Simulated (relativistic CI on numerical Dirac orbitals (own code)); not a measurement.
**N²⁺: one ion under different settings**

How much do the settings matter for N²⁺? One ion, several inputs.

The numbers are computed with relativistic CI on numerical Dirac orbitals (own code) version 3 (Dirac-Coulomb-Breit CI, KLI orbitals optimised for each configuration, model QED (radiative potential, 1s self-energy scaled to tabulated hydrogen-like ionisation energies), numerical settings as typed), except any that are marked as measured or tabulated.

### 1 Starting point

* ion: N²⁺ (N III)
* nuclear charge: 7
* electrons: 5
* isotope: A = 14

### 2 An attempt

Input settings:

```ini
atom N  Z=7  charge=2  electrons=5
nucleus A=14  rms_radius_fm=2.5582
hamiltonian dirac-coulomb  breit=on  qed=on  c_scale=1
orbitals kli  potential=per-configuration
slater_scale 1
correlation none
mixing on
grid step=0.0125 r_max=34.3
scf mixing=0.4 start=green max_iterations=58 tolerance=2e-08 node_fill=0.05
configurations
  [He] 2s2 2p
  [He] 2s 2p2
  [He] 2p3
  [He] 2s2 3s
  [He] 2s2 2d
end
```

Launch:

```sh
$ python run_levels.py task.json out
```

The settings of every run stand in task.json; they run in order.

The program writes no log. Results of the run, from its result record (rounded, main fields):

```text
{
  "status": "refused",
  "warnings": ["configuration [He] 2s2 2d: l must be smaller than n"]
}
```

Run time: 0.0013 s. Hardware: 1 thread, shared host.

What went wrong: the program refused the input. A shell needs l < n; there is no 2d shell. The input had a 2d shell. The cure is to type a shell that exists.

### 3 The mended input

Changes to the settings of step 2:

```diff
@@ -8,3 +8,3 @@
 grid step=0.0125 r_max=34.3
-scf mixing=0.4 start=green max_iterations=58 tolerance=2e-08 node_fill=0.05
+scf mixing=0.4 start=green max_iterations=150 tolerance=2e-08 node_fill=0.05
 configurations
@@ -14,3 +14,3 @@
   [He] 2s2 3s
-  [He] 2s2 2d
+  [He] 2s2 3p
 end
```

Results of the run:

```text
{
  "status": "converged",
  "levels [i, E_cm, J2, conf, term, w_term, w_jj]": [
    [0, 0, 1, "2s2 2p", "2P*", 0.9568, 0.9568],
    [1, 167.70993, 3, "2s2 2p", "2P*", 0.9567, 0.9567],
    [2, 52113.52, 1, "2s 2p2", "4P", 1, 0.4458],
    [3, 52171.703, 3, "2s 2p2", "4P", 1, 0.8893],
    [4, 52249.812, 5, "2s 2p2", "4P", 1, 0.6652],
    [5, 106988.78, 5, "2s 2p2", "2D", 1, 0.6652],
    [6, 106997, 3, "2s 2p2", "2D", 1, 0.6678],
    [7, 135949.48, 1, "2s 2p2", "2S", 0.9939, 0.6615],
    [8, 157475.2, 1, "2s 2p2", "2P", 1, 0.6669],
    [9, 157579.38, 3, "2s 2p2", "2P", 1, 0.5571],
    [10, 184616.97, 3, "2p3", "4S*", 1, 0.5554],
    [11, 213721.01, 5, "2p3", "2D*", 1, 1],
    [12, 213740.48, 3, "2p3", "2D*", 1, 0.4446],
    [13, 232925.31, 1, "2s2 3s", "2S", 0.9939, 0.9939],
    "... 4 more rows left out ..."
  ],
  "total_energy [Ha]": -52.886943831,
  "n_levels_all": 18,
  "overlap": 7.5976e-13,
  "scf_iterations": [10, 9, 9, 8, 9],
  "orbital_energies [Ha]": {"1s": -16.1236, "2s": -2.17797, "2p1/2": -1.74793, "2p3/2": -1.74682},
  "configurations [conf, odd, states, E_av_Ha, breit_Ha, qed_Ha]": [
    ["2s2 2p", 1, 6, -52.8459527, 0.004583, 0.002979],
    ["2s 2p2", 0, 30, -52.45167161, 0.00454, 0.002879],
    ["2p3", 1, 20, -51.92035053, 0.004512, 0.00278],
    ["2s2 3s", 0, 2, -51.83580078, 0.004484, 0.003027],
    ["2s2 3p", 1, 6, -51.72012113, 0.004468, 0.003004]
  ],
  "scf_steps of the first configuration [iteration, E_Ha, residual, outer_eigenvalue_Ha]": [
    [1, -52.51384438, 0.601, -2.259],
    [2, -52.75818147, 0.317, -1.982],
    [3, -52.84442828, 0.0437, -1.773],
    [4, -52.84589813, 0.00488, -1.749],
    [5, -52.84595265, 0.000144, -1.747],
    [6, -52.84595335, 9.67e-05, -1.747],
    [7, -52.84595269, 1.98e-06, -1.747],
    [8, -52.84595269, 3.38e-08, -1.747],
    [9, -52.8459527, 3.02e-08, -1.747],
    [10, -52.8459527, 2.43e-10, -1.747]
  ]
}
```

Wall time 0.13 s (1 thread, shared host).

### 4 Grid step 0.04

Changes to the settings of step 3:

```diff
@@ -7,3 +7,3 @@
 mixing on
-grid step=0.0125 r_max=34.3
+grid step=0.04 r_max=34.3
 scf mixing=0.4 start=green max_iterations=150 tolerance=2e-08 node_fill=0.05
```

Results of the run:

```text
{
  "status": "converged",
  "levels [i, E_cm, J2, conf, term, w_term]": [
    [0, 0, 1, "2s2 2p", "2P*", 0.9568],
    [1, 167.70961, 3, "2s2 2p", "2P*", 0.9567],
    [2, 52113.512, 1, "2s 2p2", "4P", 1],
    [3, 52171.694, 3, "2s 2p2", "4P", 1],
    [4, 52249.803, 5, "2s 2p2", "4P", 1],
    [5, 106988.77, 5, "2s 2p2", "2D", 1],
    [6, 106996.99, 3, "2s 2p2", "2D", 1],
    [7, 135949.46, 1, "2s 2p2", "2S", 0.9939],
    "... 10 more rows left out ..."
  ],
  "total_energy [Ha]": -52.886938278,
  "n_levels_all": 18,
  "overlap": 2.55576e-09,
  "scf_iterations": [10, 8, 10, 8, 9],
  "orbital_energies [Ha]": {"1s": -16.1236, "2s": -2.17797, "2p1/2": -1.74793, "2p3/2": -1.74682},
  "configurations [conf, odd, states, E_av_Ha, breit_Ha, qed_Ha]": [
    ["2s2 2p", 1, 6, -52.84594719, 0.004583, 0.002979],
    ["2s 2p2", 0, 30, -52.45166615, 0.00454, 0.002879],
    ["2p3", 1, 20, -51.92034512, 0.004512, 0.00278],
    ["2s2 3s", 0, 2, -51.83579546, 0.004484, 0.003027],
    ["2s2 3p", 1, 6, -51.72011581, 0.004468, 0.003004]
  ],
  "scf_steps of the first configuration [iteration, E_Ha, residual, outer_eigenvalue_Ha]": [
    [1, -52.51383894, 0.601, -2.259],
    [2, -52.758176, 0.317, -1.982],
    [3, -52.8438787, 0.051, -1.778],
    [4, -52.84588349, 0.0057, -1.749],
    [5, -52.84594572, 0.000312, -1.747],
    [6, -52.84594782, 9.96e-05, -1.747],
    [7, -52.84594718, 2.05e-06, -1.747],
    [8, -52.84594718, 1.08e-06, -1.747],
    [9, -52.84594719, 3.24e-08, -1.747],
    [10, -52.84594719, 4.37e-09, -1.747]
  ]
}
```

Wall time 0.074 s (1 thread, shared host).

### 5 QED terms off

Input settings:

```ini
atom N  Z=7  charge=2  electrons=5
nucleus A=14  rms_radius_fm=2.5582
hamiltonian dirac-coulomb  breit=on  qed=off  c_scale=1
orbitals kli  potential=per-configuration
slater_scale 1
correlation none
mixing on
grid step=0.0125 r_max=34.3
scf mixing=0.4 start=green max_iterations=150 tolerance=2e-08 node_fill=0.05
configurations
  [He] 2s2 2p
  [He] 2s 2p2
  [He] 2p3
  [He] 2s2 3s
  [He] 2s2 3p
end
```

Results of the run:

```text
{
  "status": "converged",
  "levels [i, E_cm, J2, conf, term, w_term]": [
    [0, 0, 1, "2s2 2p", "2P*", 0.9568],
    [1, 167.06153, 3, "2s2 2p", "2P*", 0.9567],
    [2, 52133.44, 1, "2s 2p2", "4P", 1],
    [3, 52191.4, 3, "2s 2p2", "4P", 1],
    [4, 52269.141, 5, "2s 2p2", "4P", 1],
    [5, 107008.33, 5, "2s 2p2", "2D", 1],
    [6, 107016.56, 3, "2s 2p2", "2D", 1],
    [7, 135968.83, 1, "2s 2p2", "2S", 0.9939],
    "... 10 more rows left out ..."
  ],
  "total_energy [Ha]": -52.889911929,
  "n_levels_all": 18,
  "overlap": 7.5976e-13,
  "scf_iterations": [10, 9, 9, 8, 9],
  "orbital_energies [Ha]": {"1s": -16.1236, "2s": -2.17797, "2p1/2": -1.74793, "2p3/2": -1.74682},
  "configurations [conf, odd, states, E_av_Ha, breit_Ha, qed_Ha]": [
    ["2s2 2p", 1, 6, -52.8459527, 0.004583, 0],
    ["2s 2p2", 0, 30, -52.45167161, 0.00454, 0],
    ["2p3", 1, 20, -51.92035053, 0.004512, 0],
    ["2s2 3s", 0, 2, -51.83580078, 0.004484, 0],
    ["2s2 3p", 1, 6, -51.72012113, 0.004468, 0]
  ],
  "scf_steps of the first configuration [iteration, E_Ha, residual, outer_eigenvalue_Ha]": [
    [1, -52.51384438, 0.601, -2.259],
    [2, -52.75818147, 0.317, -1.982],
    [3, -52.84442828, 0.0437, -1.773],
    [4, -52.84589813, 0.00488, -1.749],
    [5, -52.84595265, 0.000144, -1.747],
    [6, -52.84595335, 9.67e-05, -1.747],
    [7, -52.84595269, 1.98e-06, -1.747],
    [8, -52.84595269, 3.38e-08, -1.747],
    [9, -52.8459527, 3.02e-08, -1.747],
    [10, -52.8459527, 2.43e-10, -1.747]
  ]
}
```

It took 0.089 s on 1 thread, shared host.

### 6 Nuclear radius 2.814

Changes to the settings of step 5:

```diff
@@ -1,4 +1,4 @@
 atom N  Z=7  charge=2  electrons=5
-nucleus A=14  rms_radius_fm=2.5582
-hamiltonian dirac-coulomb  breit=on  qed=off  c_scale=1
+nucleus A=14  rms_radius_fm=2.8140
+hamiltonian dirac-coulomb  breit=on  qed=on  c_scale=1
 orbitals kli  potential=per-configuration
```

Results of the run:

```text
{
  "status": "converged",
  "levels [i, E_cm, J2, conf, term, w_term]": [
    [0, 0, 1, "2s2 2p", "2P*", 0.9568],
    [1, 167.70994, 3, "2s2 2p", "2P*", 0.9567],
    [2, 52113.512, 1, "2s 2p2", "4P", 1],
    [3, 52171.695, 3, "2s 2p2", "4P", 1],
    [4, 52249.804, 5, "2s 2p2", "4P", 1],
    [5, 106988.77, 5, "2s 2p2", "2D", 1],
    [6, 106997, 3, "2s 2p2", "2D", 1],
    [7, 135949.47, 1, "2s 2p2", "2S", 0.9939],
    "... 10 more rows left out ..."
  ],
  "total_energy [Ha]": -52.886943252,
  "n_levels_all": 18,
  "overlap": 7.59674e-13,
  "scf_iterations": [10, 9, 9, 8, 9],
  "orbital_energies [Ha]": {"1s": -16.1236, "2s": -2.17797, "2p1/2": -1.74793, "2p3/2": -1.74682},
  "configurations [conf, odd, states, E_av_Ha, breit_Ha, qed_Ha]": [
    ["2s2 2p", 1, 6, -52.84595211, 0.004583, 0.002979],
    ["2s 2p2", 0, 30, -52.45167106, 0.00454, 0.002879],
    ["2p3", 1, 20, -51.92035002, 0.004512, 0.00278],
    ["2s2 3s", 0, 2, -51.83580014, 0.004484, 0.003027],
    ["2s2 3p", 1, 6, -51.72012049, 0.004468, 0.003004]
  ],
  "scf_steps of the first configuration [iteration, E_Ha, residual, outer_eigenvalue_Ha]": [
    [1, -52.51384381, 0.601, -2.259],
    [2, -52.75818089, 0.317, -1.982],
    [3, -52.84442769, 0.0437, -1.773],
    [4, -52.84589755, 0.00488, -1.749],
    [5, -52.84595207, 0.000144, -1.747],
    [6, -52.84595276, 9.67e-05, -1.747],
    [7, -52.8459521, 1.98e-06, -1.747],
    [8, -52.84595211, 3.38e-08, -1.747],
    [9, -52.84595211, 3.02e-08, -1.747],
    [10, -52.84595211, 2.43e-10, -1.747]
  ]
}
```

Run time: 0.13 s. Hardware: 1 thread, shared host.

The changed nuclear radius is not that of the isotope named.

### 7 Iteration limit 20

Input settings:

```ini
atom N  Z=7  charge=2  electrons=5
nucleus A=14  rms_radius_fm=2.5582
hamiltonian dirac-coulomb  breit=on  qed=on  c_scale=1
orbitals kli  potential=per-configuration
slater_scale 1
correlation none
mixing on
grid step=0.0125 r_max=34.3
scf mixing=0.4 start=green max_iterations=20 tolerance=2e-08 node_fill=0.05
configurations
  [He] 2s2 2p
  [He] 2s 2p2
  [He] 2p3
  [He] 2s2 3s
  [He] 2s2 3p
end
```

Results of the run:

```text
{
  "status": "converged",
  "levels [i, E_cm, J2, conf, term, w_term]": [
    [0, 0, 1, "2s2 2p", "2P*", 0.9568],
    [1, 167.70993, 3, "2s2 2p", "2P*", 0.9567],
    [2, 52113.52, 1, "2s 2p2", "4P", 1],
    [3, 52171.703, 3, "2s 2p2", "4P", 1],
    [4, 52249.812, 5, "2s 2p2", "4P", 1],
    [5, 106988.78, 5, "2s 2p2", "2D", 1],
    [6, 106997, 3, "2s 2p2", "2D", 1],
    [7, 135949.48, 1, "2s 2p2", "2S", 0.9939],
    "... 10 more rows left out ..."
  ],
  "total_energy [Ha]": -52.886943831,
  "n_levels_all": 18,
  "overlap": 7.5976e-13,
  "scf_iterations": [10, 9, 9, 8, 9],
  "orbital_energies [Ha]": {"1s": -16.1236, "2s": -2.17797, "2p1/2": -1.74793, "2p3/2": -1.74682},
  "configurations [conf, odd, states, E_av_Ha, breit_Ha, qed_Ha]": [
    ["2s2 2p", 1, 6, -52.8459527, 0.004583, 0.002979],
    ["2s 2p2", 0, 30, -52.45167161, 0.00454, 0.002879],
    ["2p3", 1, 20, -51.92035053, 0.004512, 0.00278],
    ["2s2 3s", 0, 2, -51.83580078, 0.004484, 0.003027],
    ["2s2 3p", 1, 6, -51.72012113, 0.004468, 0.003004]
  ],
  "scf_steps of the first configuration [iteration, E_Ha, residual, outer_eigenvalue_Ha]": [
    [1, -52.51384438, 0.601, -2.259],
    [2, -52.75818147, 0.317, -1.982],
    [3, -52.84442828, 0.0437, -1.773],
    [4, -52.84589813, 0.00488, -1.749],
    [5, -52.84595265, 0.000144, -1.747],
    [6, -52.84595335, 9.67e-05, -1.747],
    [7, -52.84595269, 1.98e-06, -1.747],
    [8, -52.84595269, 3.38e-08, -1.747],
    [9, -52.8459527, 3.02e-08, -1.747],
    [10, -52.8459527, 2.43e-10, -1.747]
  ]
}
```

Run time: 0.13 s. Hardware: 1 thread, shared host.

### 8 Tolerance 1e-14

Changes to the settings of step 7:

```diff
@@ -8,3 +8,3 @@
 grid step=0.0125 r_max=34.3
-scf mixing=0.4 start=green max_iterations=20 tolerance=2e-08 node_fill=0.05
+scf mixing=0.4 start=green max_iterations=69 tolerance=1e-14 node_fill=0.05
 configurations
```

Results of the run:

```text
{
  "status": "converged",
  "levels [i, E_cm, J2, conf, term, w_term]": [
    [0, 0, 1, "2s2 2p", "2P*", 0.9568],
    [1, 167.70993, 3, "2s2 2p", "2P*", 0.9567],
    [2, 52113.52, 1, "2s 2p2", "4P", 1],
    [3, 52171.703, 3, "2s 2p2", "4P", 1],
    [4, 52249.812, 5, "2s 2p2", "4P", 1],
    [5, 106988.78, 5, "2s 2p2", "2D", 1],
    [6, 106997, 3, "2s 2p2", "2D", 1],
    [7, 135949.48, 1, "2s 2p2", "2S", 0.9939],
    "... 10 more rows left out ..."
  ],
  "total_energy [Ha]": -52.88694383,
  "n_levels_all": 18,
  "overlap": 7.60082e-13,
  "scf_iterations": [15, 15, 15, 15, 17],
  "orbital_energies [Ha]": {"1s": -16.1236, "2s": -2.17797, "2p1/2": -1.74793, "2p3/2": -1.74682},
  "configurations [conf, odd, states, E_av_Ha, breit_Ha, qed_Ha]": [
    ["2s2 2p", 1, 6, -52.8459527, 0.004583, 0.002979],
    ["2s 2p2", 0, 30, -52.45167161, 0.00454, 0.002879],
    ["2p3", 1, 20, -51.92035053, 0.004512, 0.00278],
    ["2s2 3s", 0, 2, -51.83580078, 0.004484, 0.003027],
    ["2s2 3p", 1, 6, -51.72012113, 0.004468, 0.003004]
  ],
  "scf_steps of the first configuration [iteration, E_Ha, residual, outer_eigenvalue_Ha]": [
    [1, -52.51384438, 0.601, -2.259],
    [2, -52.75818147, 0.317, -1.982],
    [3, -52.84442828, 0.0437, -1.773],
    [4, -52.84589813, 0.00488, -1.749],
    [5, -52.84595265, 0.000144, -1.747],
    [6, -52.84595335, 9.67e-05, -1.747],
    [7, -52.84595269, 1.98e-06, -1.747],
    [8, -52.84595269, 3.38e-08, -1.747],
    [9, -52.8459527, 3.02e-08, -1.747],
    [10, -52.8459527, 2.43e-10, -1.747],
    [11, -52.8459527, 7.35e-11, -1.747],
    [12, -52.8459527, 5.25e-13, -1.747],
    [13, -52.8459527, 1.79e-13, -1.747],
    [14, -52.8459527, 3.77e-14, -1.747],
    [15, -52.8459527, 3.6e-15, -1.747]
  ]
}
```

Run time: 0.15 s. Hardware: 1 thread, shared host.

An extreme setting, but here it did no harm: energy and levels are those of the usual run.

### 9 Comparison

| setting | total energy less usual (Ha) | largest shift of a level among the lowest eight of both runs, same label and place (cm⁻¹) | SCF iterations | time | lowest level | kind of change |
| --- | --- | --- | --- | --- | --- | --- |
| usual | 0 | 0 | 45 | 0.13 s | 2p 2P°1/2 | - |
| grid step 0.04 | 5.55e-06 | 0.0154 | 45 | 0.074 s | 2p 2P°1/2 | numerical |
| QED terms off | -0.00297 | 19.9 | 45 | 0.089 s | 2p 2P°1/2 | model term |
| nuclear radius 2.814 | 5.78e-07 | 0.00828 | 45 | 0.13 s | 2p 2P°1/2 | unphysical constant |
| iteration limit 20 | 0 | 0 | 45 | 0.13 s | 2p 2P°1/2 | numerical |
| tolerance 1e-14 | 0 | 0 | 77 | 0.15 s | 2p 2P°1/2 | extreme, harmless here |

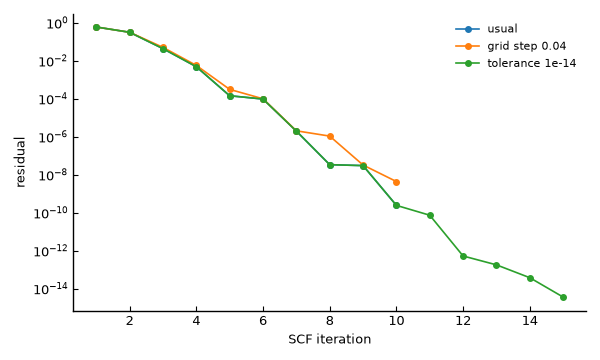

Residual of the first configuration's SCF.

### 10 Summary of results

| quantity | value |
| --- | --- |
| lowest level, usual settings | 2p 2P°1/2 |
| total energy | -52.8869 Ha |
| first excitation | 167.7 cm⁻¹ |
| runs without a result | 1 |

Among the runs whose levels can be followed, they move most under «QED terms off» (model term), by up to 19.9 cm⁻¹. No visible change in the result comes from «grid step 0.04» or «nuclear radius 2.814» or «iteration limit 20». «Tolerance 1e-14» costs 77 SCF iterations against 45. Only the listed configurations are in the model. In a near-neutral ion this small CI can misplace whole configurations by 10,000 cm⁻¹ or more.
